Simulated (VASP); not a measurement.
Band structure of AlV₂C (relaxed from the MAX-211 structure, space group P6_3/mmc). Method: PBE GGA, VASP's PBE PAW potentials (set 64) (plane waves; VASP).

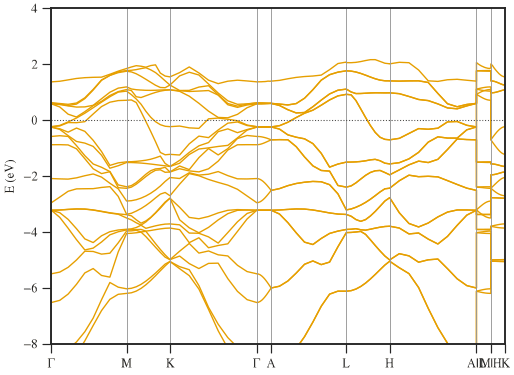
Fig. 1. Bands along high-symmetry lines, zero at the valence-band maximum or, without a gap, the Fermi level

**Question.** Read the plot: is there a gap, and where are the band edges?

**Answer.** It has no gap at this level: it comes out as a metal or semimetal. (Edges off the drawn lines would not show.)

The structure was generated: AlV2C was put into the MAX-211 type (P6_3/mmc), which need not be its known phase. It was relaxed first, which changed the volume by +5 %. The run is not spin-polarised, so no magnetic state was tried.
